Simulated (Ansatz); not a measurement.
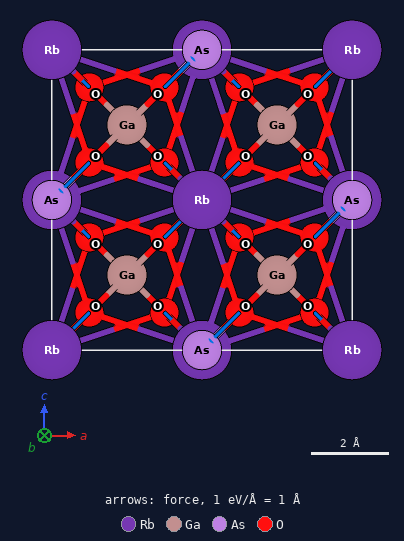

Starting geometry of crystalline RbGaAsO$_{4}$ (a generated structure, set up in F-43m) (coarse preliminary run) with the computed forces as blue arrows. A ball-and-stick model of the conventional cell (4 times the calculation's cell), seen along the b axis. Lengths and directions refer to the drawn axes.

Theory: Ansatz, DFT PBE, scalar-relativistic, plane waves, PAW.

Input
```yaml
crystal:
  lattice:
    - [0.0, 3.93463809, 3.93463809]
    - [3.93463809, 0.0, 3.93463809]
    - [3.93463809, 3.93463809, 0.0]
  atoms:
    - { symbol: Rb, position: [0.0, 0.0, 0.0] }
    - { symbol: Ga, position: [0.25, 0.25, 0.25] }
    - { symbol: As, position: [0.5, 0.5, 0.5] }
    - { symbol: O, position: [0.37514528, 0.87456416, 0.37514528] }
    - { symbol: O, position: [0.37514528, 0.37514528, 0.37514528] }
    - { symbol: O, position: [0.87456416, 0.37514528, 0.37514528] }
    - { symbol: O, position: [0.37514528, 0.37514528, 0.87456416] }
basis:
  ecutwfc: 420
kpoints:
  mp_grid: { grid: [4, 4, 4] }
hamiltonian:
  xc: pbe
scf:
  occupations: { method: gaussian, width: 0.1 }
  lower_state_search: "off"
output:
  forces: true
  stress: true
  eigenvalues: true
relax:
  adjacent_minimum: "off"
  f_tol: 0.04
  max_steps: 70
  cell: { stress_tol: 0.4 }
```

Run as
```bash
ansatz run input.yaml --threads 1 --pin off --max-ram 2048MiB --backend cpu --events-out ev --progress --plain --runs-dir out
```

Is this structure relaxed? If not, where do the atoms go?

It isn't relaxed: the largest force vector, on O atoms, is 1.60 eV/Å. The atoms end up moving mostly along the starting forces (cosine between the two patterns 1.00). After 5 accepted moves (7 points after the start) the energy has fallen by 289 meV per atom. The largest force component goes from 0.93 to 0.006 eV/Å. Pressure: 24.84 GPa at the start and 0.15 GPa at the end. The SCF was repeated twice at an unchanged geometry on a basis and grid sized afresh for the cell, which shifted the energy by 25.0 meV per atom at most. The largest moves relative to the cell, 0.044 Å, are those of O4, O5, O6 and O7. O7 goes along [−1 −1 −1]. Ga and As and Rb stay in place. Cell: a = b = c 7.869 → 8.464 Å (+7.6 %). Volume +24.4 %. Near-neighbour distances that change, for instance: Rb1–Ga2 3.407 → 3.665 Å, Rb1–O4 3.263 → 3.517 Å, Ga2–O4 1.706 → 1.879 Å, As3–O4 1.702 → 1.786 Å. The space group stays F-43m (No. 216).

Limits of the set-up: an odd number of electrons was run without spin polarisation, which fails if the electron would localise.
